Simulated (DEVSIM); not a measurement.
Device: illuminated Ge p-on-n cell, one wavelength, with a back-surface field, at 300 K.

```csv
layer (left to right),material,thickness (μm),Nd (cm⁻³),Na (cm⁻³),τn (s),τp (s),absorption coefficient (cm⁻¹)
1,Ge,0.230,-,1.6e18,1.4e-5,6.6e-7,64000
2,Ge,27.0,6.8e15,-,6e-5,6e-5,64000
3,Ge,0.220,3.4e18,-,6e-5,6e-5,64000
```

Left contact: ohmic, minority electron recombination velocity 1e6 cm/s. Right contact: ohmic, minority hole recombination velocity 7e6 cm/s. Voltage is applied to the left contact. Recombination: SRH at mid-gap, radiative, Auger. Light enters at the left, 1.9e17 photons cm⁻² s⁻¹, one pass, no reflection. Mobility is constant in doping.

Constants are typed, rounded textbook-type inputs, not results; the design itself was drawn at random and stands for no fabricated device. Values at 300 K.

| parameter | Ge |
|---|---|
| gap (eV) | 0.664 |
| affinity (eV) | 4 |
| permittivity | 16 |
| Nc (cm⁻³) | 1.04e19 |
| Nv (cm⁻³) | 6e18 |
| μn (cm²/Vs) | 3900 |
| μp (cm²/Vs) | 1900 |
| B (cm³/s) | 6.4e-14 |
| Cn (cm⁶/s) | 1e-31 |
| Cp (cm⁶/s) | 1e-31 |

DEVSIM, 1D drift-diffusion, Boltzmann statistics, complete ionisation; no tunnelling, impact ionisation, image-force lowering or self-heating.

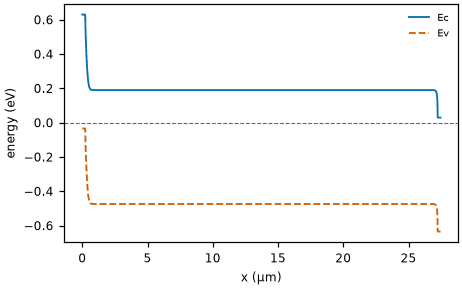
Band edges at zero bias, in the dark

Energies count from the Fermi level of the right contact; mesh points crowd at the junctions.

```json
[
 {"x (μm)": "0.000", "Ec (eV)": "0.630", "Ev (eV)": "-0.034", "n (cm⁻³)": "2.7e8", "p (cm⁻³)": "1.6e18", "field (V/cm)": "≈ 0"},
 {"x (μm)": "0.03146", "Ec (eV)": "0.630", "Ev (eV)": "-0.034", "n (cm⁻³)": "2.7e8", "p (cm⁻³)": "1.6e18", "field (V/cm)": "≈ 0"},
 {"x (μm)": "0.09518", "Ec (eV)": "0.630", "Ev (eV)": "-0.034", "n (cm⁻³)": "2.7e8", "p (cm⁻³)": "1.6e18", "field (V/cm)": "≈ 0"},
 {"x (μm)": "0.1762", "Ec (eV)": "0.630", "Ev (eV)": "-0.034", "n (cm⁻³)": "2.7e8", "p (cm⁻³)": "1.6e18", "field (V/cm)": "≈ 0"},
 {"x (μm)": "0.2274", "Ec (eV)": "0.614", "Ev (eV)": "-0.050", "n (cm⁻³)": "5.0e8", "p (cm⁻³)": "8.7e17", "field (V/cm)": "-38000"},
 {"x (μm)": "0.2581", "Ec (eV)": "0.509", "Ev (eV)": "-0.155", "n (cm⁻³)": "2.9e10", "p (cm⁻³)": "1.5e16", "field (V/cm)": "-23000"},
 {"x (μm)": "0.3338", "Ec (eV)": "0.368", "Ev (eV)": "-0.296", "n (cm⁻³)": "6.8e12", "p (cm⁻³)": "6.4e13", "field (V/cm)": "-15000"},
 {"x (μm)": "0.6399", "Ec (eV)": "0.192", "Ev (eV)": "-0.472", "n (cm⁻³)": "6.1e15", "p (cm⁻³)": "7.1e10", "field (V/cm)": "-460"},
 {"x (μm)": "1.270", "Ec (eV)": "0.190", "Ev (eV)": "-0.474", "n (cm⁻³)": "6.8e15", "p (cm⁻³)": "6.4e10", "field (V/cm)": "≈ 0"},
 {"x (μm)": "2.813", "Ec (eV)": "0.190", "Ev (eV)": "-0.474", "n (cm⁻³)": "6.8e15", "p (cm⁻³)": "6.4e10", "field (V/cm)": "≈ 0"},
 {"x (μm)": "6.595", "Ec (eV)": "0.190", "Ev (eV)": "-0.474", "n (cm⁻³)": "6.8e15", "p (cm⁻³)": "6.4e10", "field (V/cm)": "≈ 0"},
 {"x (μm)": "18.26", "Ec (eV)": "0.190", "Ev (eV)": "-0.474", "n (cm⁻³)": "6.8e15", "p (cm⁻³)": "6.4e10", "field (V/cm)": "≈ 0"},
 {"x (μm)": "23.58", "Ec (eV)": "0.190", "Ev (eV)": "-0.474", "n (cm⁻³)": "6.8e15", "p (cm⁻³)": "6.4e10", "field (V/cm)": "≈ 0"},
 {"x (μm)": "25.76", "Ec (eV)": "0.190", "Ev (eV)": "-0.474", "n (cm⁻³)": "6.8e15", "p (cm⁻³)": "6.4e10", "field (V/cm)": "≈ 0"},
 {"x (μm)": "26.80", "Ec (eV)": "0.190", "Ev (eV)": "-0.474", "n (cm⁻³)": "6.8e15", "p (cm⁻³)": "6.4e10", "field (V/cm)": "≈ 0"},
 {"x (μm)": "27.07", "Ec (eV)": "0.186", "Ev (eV)": "-0.478", "n (cm⁻³)": "7.8e15", "p (cm⁻³)": "5.6e10", "field (V/cm)": "-650"},
 {"x (μm)": "27.18", "Ec (eV)": "0.160", "Ev (eV)": "-0.504", "n (cm⁻³)": "2.1e16", "p (cm⁻³)": "2.1e10", "field (V/cm)": "-6200"},
 {"x (μm)": "27.22", "Ec (eV)": "0.093", "Ev (eV)": "-0.571", "n (cm⁻³)": "2.8e17", "p (cm⁻³)": "1.5e9", "field (V/cm)": "-38000"},
 {"x (μm)": "27.26", "Ec (eV)": "0.029", "Ev (eV)": "-0.635", "n (cm⁻³)": "3.4e18", "p (cm⁻³)": "1.3e8", "field (V/cm)": "≈ 0"},
 {"x (μm)": "27.33", "Ec (eV)": "0.029", "Ev (eV)": "-0.635", "n (cm⁻³)": "3.4e18", "p (cm⁻³)": "1.3e8", "field (V/cm)": "≈ 0"},
 {"x (μm)": "27.40", "Ec (eV)": "0.029", "Ev (eV)": "-0.635", "n (cm⁻³)": "3.4e18", "p (cm⁻³)": "1.3e8", "field (V/cm)": "≈ 0"},
 {"x (μm)": "27.45", "Ec (eV)": "0.029", "Ev (eV)": "-0.635", "n (cm⁻³)": "3.4e18", "p (cm⁻³)": "1.3e8", "field (V/cm)": "≈ 0"}
]
```
